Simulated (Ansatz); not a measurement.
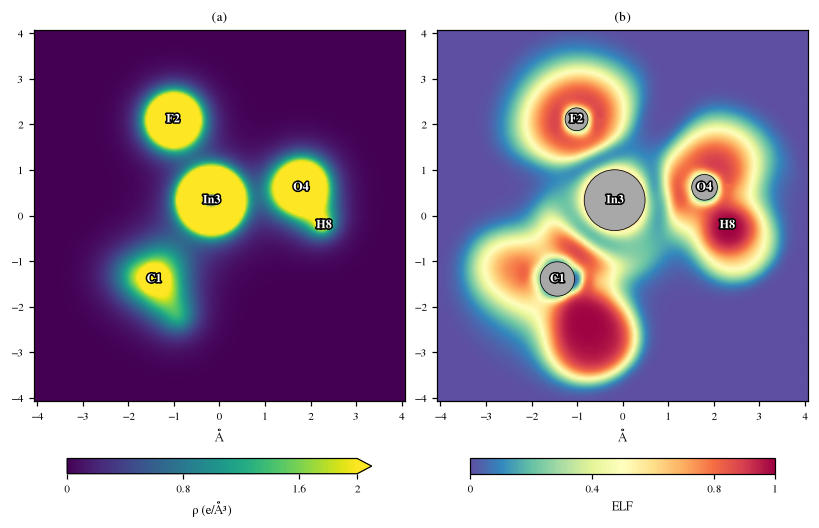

*CH$_{4}$FInO (SMILES [CH3][In]([OH])[F]). (a) electron density; (b) electron localisation function on the plane of atoms In3, O4 and H8. Grey discs cover the atomic cores in the ELF map.*

Geometry: PBE0-D3(BJ)/def2-SVP; core potentials replace the inner electrons of In.

Theory: isolated molecule in a Gaussian basis; Kohn-Sham density functional theory, functional PBE0 in Ansatz 0.2.0.

```xyz
8

C    -0.8514   -1.9842    1.6806
F     1.3623    0.7637    1.6312
In    0.3028   -0.4996    2.6953
O     0.5869   -0.0328    4.6102
H    -0.2486   -2.3909    0.8577
H    -1.7489   -1.5028    1.2677
H    -1.1451   -2.7873    2.3683
H     0.0983   -0.6089    5.2088
```

Question: Describe what can be read from this map.

Answer:
- Atoms in the plane: C, F, In, O and H.
- In–F (1.96 Å): ρ is about 0.76 e/Å³ halfway; the ELF peaks at about 0.80 in the valence shell of F, 0.5 Å from its nucleus, and drops to about 0.15 between the two atoms.
- In–O (1.99 Å): ρ is about 0.78 e/Å³ halfway; the ELF peaks at about 0.85 in the valence shell of O, 0.6 Å from its nucleus, and drops to about 0.15 between the two atoms.
- C–In (2.14 Å): ρ is about 0.69 e/Å³ halfway; the ELF peaks at about 0.85 in the valence shell of C, 0.7 Å from its nucleus, and drops to about 0.20 between the two atoms.
- O–H (0.96 Å): ρ at the midpoint is about 3.7 e/Å³; the ELF climbs to about 1 towards the hydrogen, as it does in any bond to H; a covalent bond by its length.
- The ELF also peaks beside O4 and F2, away from the bonds: lone-pair regions.
